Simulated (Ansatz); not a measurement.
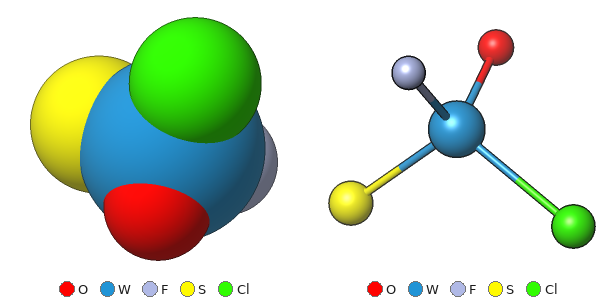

The same structure drawn twice, from different directions.

Charge 0, singlet. Computed geometry: PBE0-D4/def2-TZVP optimisation.

Give the formula.

Answer. WSClOF, 5 atoms: 1 tungsten, 1 sulfur, 1 chlorine, 1 oxygen and 1 fluorine.

Count the bonded pairs by element.

Answer. 1 O–W, 1 F–W, 1 S–W, 1 Cl–W.

What is its SMILES?

Answer. [O]=[W@@]([F])(=[S])[Cl]

More results for the same structure follow; atom numbers are the same in all pictures, views and colours differ.

**Geometry**

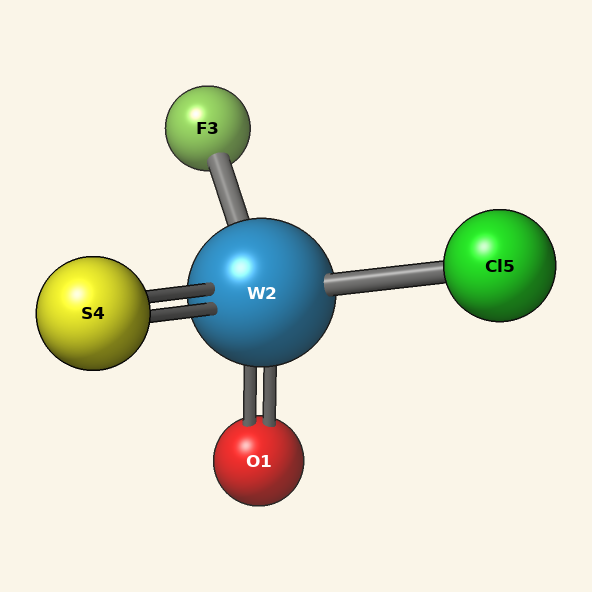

The atoms are numbered.

List the bonds and their lengths.

```json
{"bond": "O1–W2", "length (Å)": "1.688"}
{"bond": "W2–F3", "length (Å)": "1.846"}
{"bond": "W2–S4", "length (Å)": "2.119"}
{"bond": "W2–Cl5", "length (Å)": "2.247"}
```

**Dipole moment**

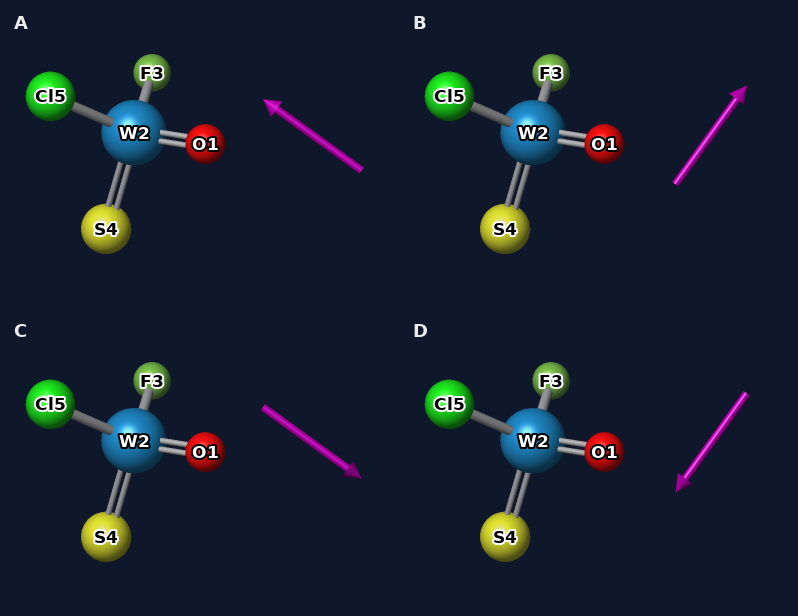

The same molecule four times, each with an arrow. Method: RKS PBE0-D4/def2-TZVP, core potentials on W (Ansatz 0.2.0).

Which arrow points along the dipole moment, from the negative to the positive end?

Answer. A. The dipole moment is 1.37 D; it points from the side of O1 to the side of Cl5 (the outermost atoms at the two ends).

**Charges**

The questions are on Mulliken charges. Properties computed with RKS PBE0-D4/def2-TZVP, core potentials on W (Ansatz 0.2.0).

Which atom carries the highest charge (most positive or least negative)?

Answer. W2 (1.30 e).

And the lowest?

Answer. O1 (−0.41 e).

Give the Mulliken charges atom by atom.

```
atom  value (e)
  O1      −0.41
  W2       1.30
  F3      −0.35
  S4      −0.28
 Cl5      −0.26
```

**Levels of theory compared**

Program: Ansatz 0.2.0.

Tabulate HOMO–LUMO gap (eV) at these levels: BLYP-D4/def2-TZVPP; HSE06 (plane-wave form)-D4/def2-TZVPP; PBE-D4/def2-TZVPP; PBE0-D4/def2-QZVPP; PBE0-D4/def2-TZVPP; r2SCAN-D4/def2-TZVPP; r2SCAN0-D4/def2-TZVPP; ωB97M-V/def2-SVP; ωB97M-V/def2-TZVPP; ωB97X-V/def2-TZVPP.

```json
{"level": "BLYP-D4/def2-TZVPP", "HOMO–LUMO gap (eV)": "3.04"}
{"level": "HSE06 (plane-wave form)-D4/def2-TZVPP", "HOMO–LUMO gap (eV)": "4.26"}
{"level": "PBE-D4/def2-TZVPP", "HOMO–LUMO gap (eV)": "3.09"}
{"level": "PBE0-D4/def2-QZVPP", "HOMO–LUMO gap (eV)": "5.02"}
{"level": "PBE0-D4/def2-TZVPP", "HOMO–LUMO gap (eV)": "5.03"}
{"level": "r2SCAN-D4/def2-TZVPP", "HOMO–LUMO gap (eV)": "3.42"}
{"level": "r2SCAN0-D4/def2-TZVPP", "HOMO–LUMO gap (eV)": "5.26"}
{"level": "ωB97M-V/def2-SVP", "HOMO–LUMO gap (eV)": "9.24"}
{"level": "ωB97M-V/def2-TZVPP", "HOMO–LUMO gap (eV)": "9.19"}
{"level": "ωB97X-V/def2-TZVPP", "HOMO–LUMO gap (eV)": "9.35"}
```

Mulliken values depend strongly on the basis set and can even reverse the polarity of a bond.
